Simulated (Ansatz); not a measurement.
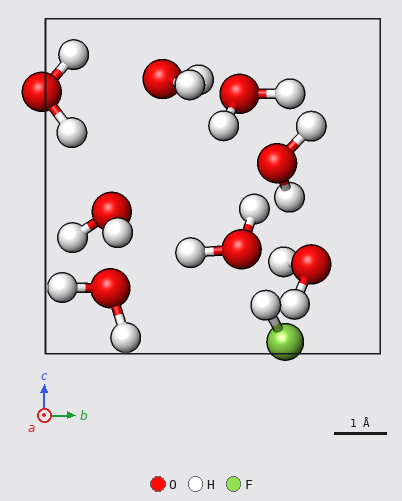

Starting frame of a dynamics run of a periodic cell with 8 H2O + 1 HF at 0.995 g/cm³. Style: ball-and-stick. Shown: the simulation cell, along the a axis.

Theory: DFT PBE-D3(BJ), scalar-relativistic, plane waves, PAW in Ansatz 0.2.0.

The input:
```yaml
accuracy: low
crystal:
  lattice:
    - [6.495065, 0.0, 0.0]
    - [0.0, 6.495065, 0.0]
    - [0.0, 0.0, 6.495065]
  atoms:
    - { symbol: O, position: [1.04868999, 0.58170747, 0.30799862] }
    - { symbol: H, position: [1.04232322, 0.42946488, 0.29783426] }
    - { symbol: H, position: [0.95956856, 0.61973102, 0.4282269] }
    - { symbol: O, position: [0.48798264, -0.01496028, 0.7781176] }
    - { symbol: H, position: [0.44779345, 0.08027374, 0.88914761] }
    - { symbol: H, position: [0.5166978, 0.07476686, 0.65629554] }
    - { symbol: O, position: [0.45501245, 0.78950716, 0.26282953] }
    - { symbol: H, position: [0.32841122, 0.70688819, 0.27046337] }
    - { symbol: H, position: [0.53377909, 0.73931027, 0.1438022] }
    - { symbol: O, position: [0.74279068, 0.68754914, 0.56498991] }
    - { symbol: H, position: [0.73255328, 0.78964344, 0.67551318] }
    - { symbol: H, position: [0.63443672, 0.72456706, 0.46341082] }
    - { symbol: O, position: [0.54976324, 0.19391252, 0.41989718] }
    - { symbol: H, position: [0.49334388, 0.07677464, 0.34282131] }
    - { symbol: H, position: [0.68733754, 0.21147667, 0.35769033] }
    - { symbol: O, position: [-0.0112771, 0.34580586, 0.81622454] }
    - { symbol: H, position: [0.11751131, 0.42686529, 0.79898895] }
    - { symbol: H, position: [-0.11774234, 0.45301426, 0.81401517] }
    - { symbol: O, position: [0.3375503, 0.57557057, 0.77218786] }
    - { symbol: H, position: [0.3566201, 0.72612066, 0.77225895] }
    - { symbol: H, position: [0.44386216, 0.52810783, 0.67674873] }
    - { symbol: O, position: [-0.06199943, 0.18994177, 0.19165341] }
    - { symbol: H, position: [-0.0446299, 0.23556634, 0.04426817] }
    - { symbol: H, position: [-0.02225923, 0.04618545, 0.19387373] }
    - { symbol: F, position: [0.82470053, 0.71176994, 0.0315266] }
    - { symbol: H, position: [0.92038456, 0.65381393, 0.14099865] }
basis:
  ecutwfc: 420.0
kpoints:
  mp_grid: { grid: [1, 1, 1] }
hamiltonian:
  xc: pbe
  dispersion: d3bj
scf:
  occupations: { method: fermi_dirac, width: 0.05 }
  lower_state_search: "off"
md:
  timestep: 0.5
  n_steps: 300
  ensemble: nvt_langevin
  temperature: 400.0
  initial_velocities: maxwell_boltzmann
  seed: 780236
  friction: 0.02
```

Run as
```bash
ansatz run input.yaml --threads 1 --pin off --max-ram 3072MiB --backend cpu --events-out ev --progress --plain --runs-dir out
```

> What does the trajectory do?

The mean temperature in the second half is 327 K (standard deviation 39 K). The potential energy in the second half lies on average 41.7 meV per atom above the first frame. Root-mean-square distances from the starting positions over the second half, with the common drift of all atoms taken out: F 0.64 Å, H 0.51 Å, O 0.47 Å. The heavy atoms stay within a fraction of a molecule's size of their starting places; so short a run doesn't tell a liquid from a solid.

Along the run (each row but the first and the last is the mean over the interval that it begins):

```
time (fs)  potential energy (meV/atom)  T (K)
      0.0                          0.0    385
     25.0                         23.3    317
     50.0                         32.1    284
     75.0                         41.8    295
    100.0                         43.0    342
    125.0                         40.2    344
    150.0                         43.0    328
```

The paths of the atoms:

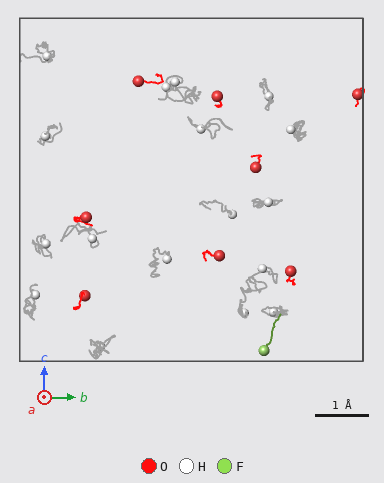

Limits of the set-up: the program's low-accuracy preset was used; the periodic images lie only 6.5 Å apart, so the values are limited by the cell's size.

Cost: 7 min on 1 thread of Arm Neoverse V1, on a shared host, peak memory 0.38 GiB.
